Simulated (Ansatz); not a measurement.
## Computed generalised stacking-fault energy along a line: Ti (hcp, Mg type)

Generalised stacking fault of Ti (hcp, Mg type) on the (0001) plane. The cell below holds the perfect crystal with the plane normal along z; tilting its third vector by the shift puts one fault into each cell, between planes 2.32 Å apart, at fixed cell height.

```
Ti
1.0
    2.93591     0.00000     0.00000
    1.46796     2.54258     0.00000
    0.00000     0.00000    13.90926
Ti
6
Direct
  0.33333   0.33333   0.08333
  0.33333   0.33333   0.41667
  0.33333   0.33333   0.75000
  0.66667   0.66667   0.91667
  0.66667   0.66667   0.25000
  0.66667   0.66667   0.58333
```

In-plane vectors a = (2.936, 0.000) Å, b = (1.468, 2.543) Å, area 7.46 Å². The shift is s times the vector a + b (length 5.085 Å), so s = 1 restores the start. Atoms relax along the normal only. γ = [E(shift) − E(0)] / area.

Method: r2SCAN (plane waves to 500 eV, PAW, scalar-relativistic; Ansatz, a first-principles code). k mesh 15×15×3 (Γ-centred), Fermi-Dirac smearing 0.05 eV. Energies are extrapolated to zero smearing. Some relaxations began with atoms very close together and may have settled on another branch. With partly filled bands, the k mesh leaves noise in γ, roughly 0.02 J/m² as judged from a few cases. Faults lie only 13.9 Å apart, and holding the cell height raises γ above its relaxed value. Ti is run without spin polarisation. Ti was relaxed with its symmetry unable to fall. The zero of γ is zero shift.

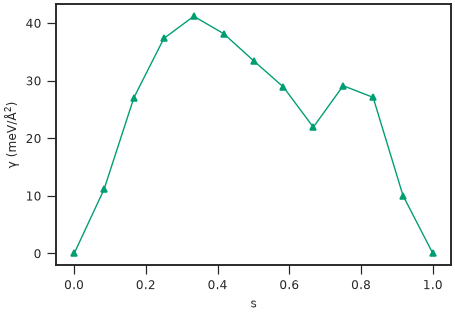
γ (meV/Å²) against s; one marker a computed point (the last repeats the first, one period on).

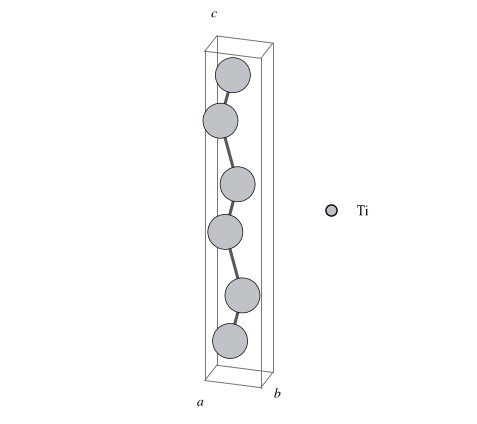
The cell of the calculation at s = 0.333.

The highest computed γ on the line comes out as 0.66 J/m² and the lower barrier from zero shift into that minimum (unstable fault energy, highest computed point) comes out as 0.47 J/m². The γ at the local minimum along the line, s = 0.667 comes out as 0.35 J/m². Local minima between the ends: s = 0.667. Position of the highest point: s = 0.333.

(The slope of γ gives the shear force per area between the displaced halves; near zero shift its curvature is an elastic stiffness.)
